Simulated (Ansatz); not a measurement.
C2H2P− (SMILES C#C[PH-]): methods side by side

The species is C2H2P− (5 atoms), meant as a singlet with charge -1. As SMILES, `C#C[PH-]`. The coordinates come from a GFN2-xTB relaxation.

```xyz
5

C    -1.1107   -0.6085   -0.0011
C     0.0255   -0.1991    0.0753
P     1.6912    0.2305    0.2714
H    -2.1126   -0.9174   -0.1007
H     1.5066    1.4946   -0.2449
```

Quantity: the energy change with the P3–H5 bond stretched from 1.378 to 2.756 Å, in eV. The values are calculated.

| level | kind | program | value (eV) | less FCI/STO-3G | CPU time (all runs) |
| --- | --- | --- | --- | --- | --- |
| SVWN5/STO-3G (restricted) | LDA | Ansatz | 4.30 | +0.37 | 1.5 s |
| PBE/STO-3G (restricted) | GGA | Ansatz | 3.97 | +0.04 | 2.3 s |
| r2SCAN/STO-3G (restricted) | meta-GGA | Ansatz | 4.25 | +0.32 | 5.3 s |
| BHLYP/STO-3G (restricted) | global hybrid | Ansatz | 5.04 | +1.11 | 2.3 s |
| r2SCAN0/STO-3G (restricted) | hybrid meta-GGA | Ansatz | 4.79 | +0.86 | 5.5 s |
| HSE06/STO-3G (restricted) | range-separated hybrid | Ansatz | 4.61 | +0.68 | 2.8 s |
| B2PLYP/STO-3G (restricted) | double hybrid | Ansatz | 4.45 | +0.52 | 3.2 s |
| MP2/STO-3G (restricted) | perturbation theory | Ansatz | 4.85 | +0.92 | 0.32 s |
| CCSDT/STO-3G (restricted) | coupled cluster or CI | Ansatz | 3.93 | 0.00 | 0.93 s |
| FCI/STO-3G | exact in the basis | Ansatz | 3.93 | 0.00 | 2.3 min |

FCI/STO-3G is exact within its basis and frozen core, so for wave-function methods in that basis the difference is their error; functionals converge differently with the basis, so for them it is only a difference. Sets without diffuse functions describe the anion poorly. The first shape isn't each level's own minimum. The values span 3.93 to 5.04 eV. All rows use very small basis sets, so even the best lies far from the true value. CPU times are rough (shared hosts, several kinds of processor): they show what a rung costs within a factor of a few.

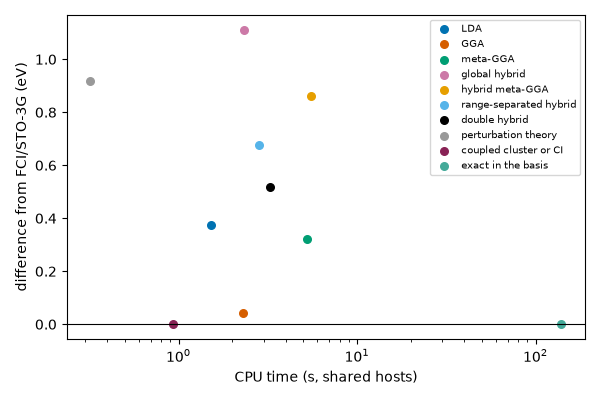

Difference from FCI/STO-3G against processor time, one point a level.
